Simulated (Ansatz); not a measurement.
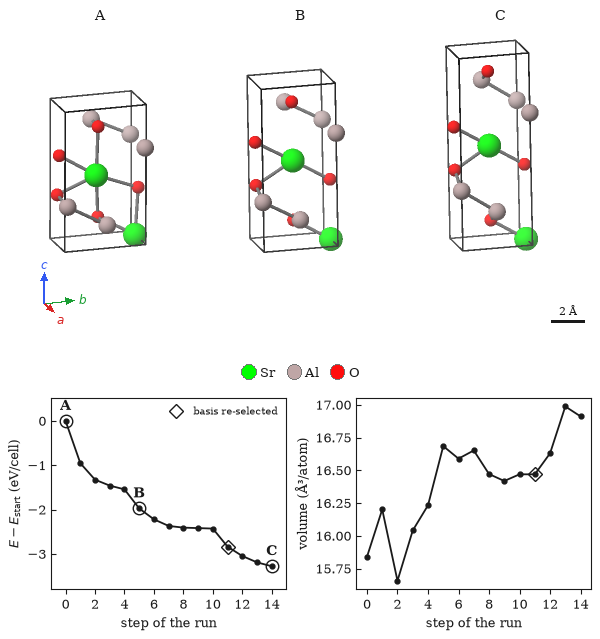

Frames of a relaxation of a crystal of SrAl₂O₂ (a generated structure, set up in P1) (coarse preliminary run), marked on the history of the run. Style: ball-and-stick. Shown: the cell of the calculation, slightly off an axis.

The calculation used Ansatz 0.2.0, DFT PBE, scalar-relativistic, plane waves, PAW.

The input:
```yaml
crystal:
  lattice:
    - [0.0059985391, -0.0347874638, -3.56708708]
    - [2.4527465946, -4.4321190133, -0.0460340489]
    - [-7.5169306593, -4.5237392329, -0.0293621759]
  atoms:
    - { symbol: Sr, position: [0.5283837077, 0.9530283849, 1.0263245552] }
    - { symbol: Sr, position: [0.5880308482, 0.4613870368, 0.4843487492] }
    - { symbol: Al, position: [0.0319685591, 0.4983465521, 0.8301220821] }
    - { symbol: Al, position: [-0.0230106207, 0.0381526557, 0.3184606075] }
    - { symbol: Al, position: [-0.0099446392, -0.0088679946, 0.6907519919] }
    - { symbol: Al, position: [-0.0459195224, 0.5312667553, 0.1592062083] }
    - { symbol: O, position: [0.5164184372, 0.4965163468, 0.8229017484] }
    - { symbol: O, position: [0.476005468, -0.0001097284, 0.3582801428] }
    - { symbol: O, position: [0.4697421588, 0.0263917393, 0.6361920981] }
    - { symbol: O, position: [0.4683256033, 0.503888252, 0.1734118166] }
basis:
  ecutwfc: 420
kpoints:
  mp_grid: { grid: [6, 4, 4] }
hamiltonian:
  xc: pbe
scf:
  occupations: { method: gaussian, width: 0.2 }
  lower_state_search: "off"
output:
  forces: true
  stress: true
  eigenvalues: true
relax:
  adjacent_minimum: "off"
  f_tol: 0.025
  max_steps: 60
  cell: { stress_tol: 0.25 }
```

Launched with:
```bash
ansatz run input.yaml --threads 1 --pin off --max-ram 2560MiB --backend cpu --events-out ev --progress --plain --runs-dir out
```

Question: What happens along the run?

Answer: The run was cut off at its time limit before the relaxation converged, so the last structure is only a point on the way. Over 13 accepted moves (14 points after the start) the energy falls by 3.275 eV per cell of the calculation. Largest force component: 2 eV/Å at the start, 0.22 eV/Å at the end. The pressure goes from 4.70 to 0.48 GPa. The SCF was repeated once at an unchanged geometry on a basis and grid sized afresh for the cell, which shifted the energy by 0.407 eV per cell of the calculation at most. The atom that moves furthest relative to the cell is O7 (0.78 Å along +c). Largest moves by element: O 0.78 Å, Al 0.42 Å, Sr 0.39 Å. The volume changes by +6.8 %, with a 3.567 → 3.213 Å (−9.9 %), b 5.066 → 4.363 Å (−13.9 %), c 8.773 → 12.064 Å (+37.5 %), α 87.9° → 89.9°, β 89.6° → 89.9°, γ 88.9° → 90.0°. Among the contacts that change: Sr2–O10 2.764 → 4.671 Å, Sr1–O8 2.935 → 4.679 Å, Sr2–O7 2.991 → 4.666 Å, Sr1–O9 3.437 → 4.684 Å. Bonds break: Sr1–O8 (2.93 → 4.68 Å), Sr2–O10 (2.76 → 4.67 Å), Sr2–O7 (2.99 → 4.67 Å). Among the angles between lasting bonds that change: O7–Al3–O7 175.9° → 120.1°, Al3–O7–Al3 175.9° → 120.1°, O10–Al6–O10 168.3° → 120.2°. The space group stays P1 (No. 1). Cost: 9.6 min on 1 thread of Intel(R) Xeon(R) Processor @ 2.70GHz, with other jobs on the host, peak memory 0.55 GiB. From step 0 to 5: Sr and O atoms move most (0.41 Å), volume +5.3 %, energy −1.972 eV per cell of the calculation. From step 5 to 14: O7 moves most (0.30 Å), volume +1.4 %, energy −1.302 eV per cell of the calculation.

| step | E − E(0), meV/atom | largest force component, eV/Å | pressure, GPa | volume, Å³/atom | note |
| --- | --- | --- | --- | --- | --- |
| 0 | 0.00 | 2.0500 | 4.70 | 15.840 |  |
| 1 | -95.18 | 1.1592 | 1.15 | 16.202 |  |
| 2 | -132.36 | 0.5059 | 2.66 | 15.658 |  |
| 3 | -145.72 | 0.2546 | 0.76 | 16.041 |  |
| 4 | -154.14 | 0.3057 | 1.14 | 16.234 |  |
| 5 | -197.23 | 0.8222 | -0.91 | 16.685 |  |
| 6 | -221.71 | 0.6396 | -1.02 | 16.590 |  |
| 7 | -236.62 | 0.5104 | -1.10 | 16.652 |  |
| 8 | -240.43 | 0.3204 | -0.18 | 16.472 |  |
| 9 | -241.50 | 0.2384 | 0.61 | 16.419 |  |
| 10 | -242.57 | 0.0065 | 0.02 | 16.470 |  |
| 11 | -283.26 | 0.0218 | 2.28 | 16.470 | same geometry, new basis |
| 12 | -304.37 | 0.0178 | 1.89 | 16.630 |  |
| 13 | -318.72 | 0.0781 | 0.42 | 16.988 |  |
| 14 | -327.47 | 0.2229 | 0.48 | 16.912 |  |
